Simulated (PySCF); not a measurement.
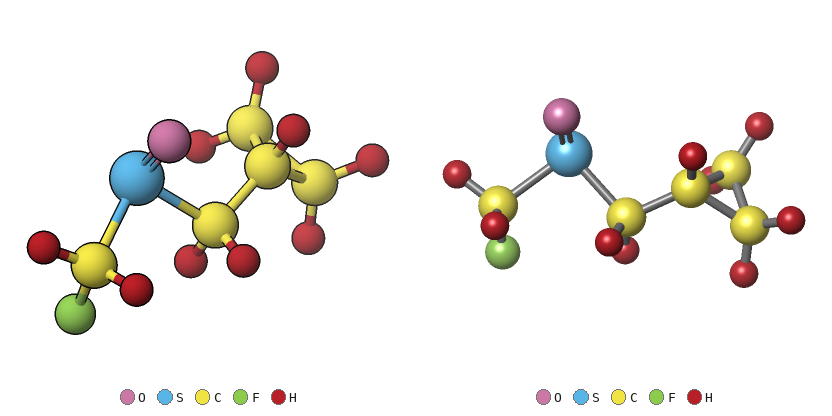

The same structure drawn twice, from different directions.

Computed geometry: PBE0-D3(BJ)/def2-SVP optimisation. No frequency run is at hand to confirm it as a minimum.

Give the formula.

Answer. C₅H₉FOS, 17 atoms: 5 carbon, 9 hydrogen, 1 fluorine, 1 oxygen and 1 sulfur.

Name some functional groups or characteristic bonds that it holds.

Answer. Among them: sulfoxide, C–F bond.

What is the point group of this geometry?

Answer. C1.

The parts below concern this one geometry. Atoms keep their numbers from picture to picture.

## Shape

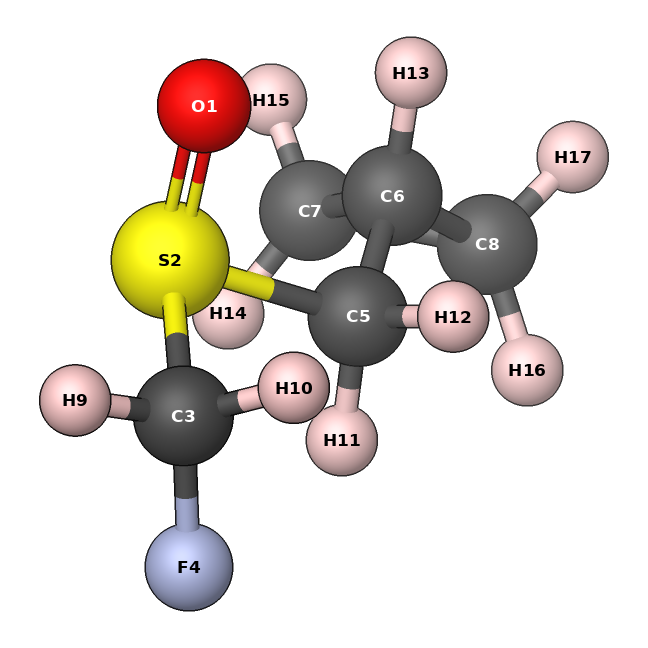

Numbered structure. No frequency run is at hand to confirm it as a minimum.

Give the bond lengths. Leave out bonds to hydrogen.

```
 bond  length (Å)   order
O1–S2       1.505  double
S2–C3       1.842  single
S2–C5       1.827  single
C3–F4       1.357  single
C5–C6       1.499  single
C6–C7       1.502  single
C6–C8       1.501  single
C7–C8       1.499  single
```

## NMR shielding

The questions are on isotropic NMR shieldings of the C atoms. No frequency run is at hand to confirm it as a minimum. Method: GIAO KT2/pcSseg-1 NMR shielding, non-relativistic, gas phase (PySCF 2.14.0).

Give the isotropic NMR shieldings of the C atoms atom by atom.

| atom | σ (ppm) |
| --- | --- |
| C3 | 82.7 |
| C5 | 118.7 |
| C6 | 177.0 |
| C7 | 175.8 |
| C8 | 174.3 |

## Excitation

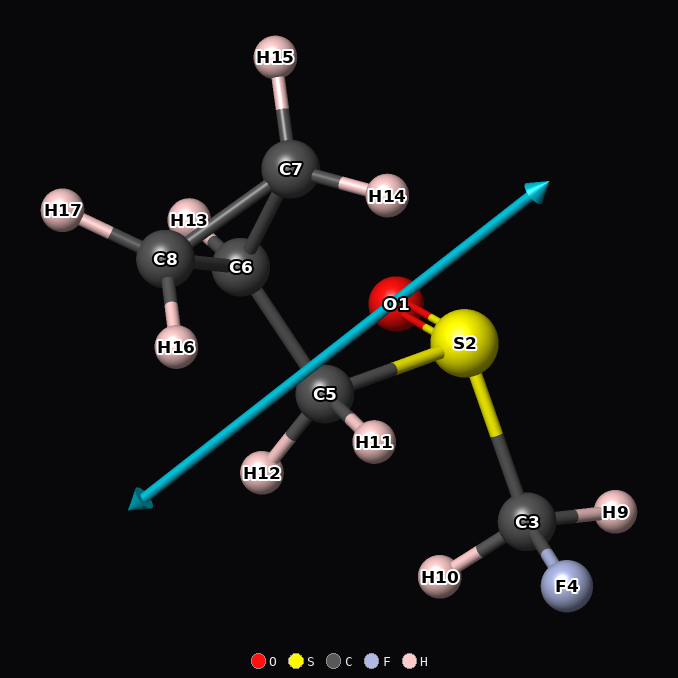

The double arrow shows the direction of the transition dipole to excited singlet state 5 (its length means nothing). No frequency run is at hand to confirm it as a minimum. Level of theory: TDDFT CAM-B3LYP/def2-SVPD, vertical, gas phase, core orbitals frozen in the response (PySCF 2.14.0).

Give its energy, strength and character.

Answer. 7.09 eV (175 nm), oscillator strength 0.082, mainly HOMO → LUMO+3 (weight 0.68); transition dipole 1.75 D.

## Ring current

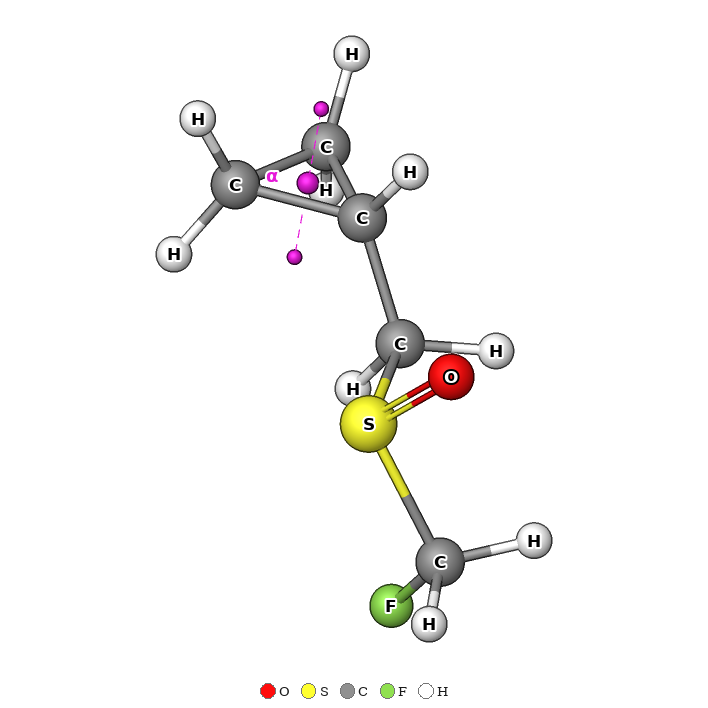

The small points mark where nucleus-independent chemical shifts (NICS) were computed: at the centre of each lettered ring and 1 Å above and below it. No frequency run is at hand to confirm it as a minimum. Level of theory: GIAO KT2/pcSseg-1 NMR shielding, non-relativistic, gas phase (PySCF 2.14.0).

Give NICS(0), NICS(1) and the out-of-plane component NICS(1)zz for each ring (means of the two sides).

```csv
ring,members,NICS(0),NICS(1),NICS(1)zz
α,C3,−42.5,−8.0,−21.3
```

Values in ppm.
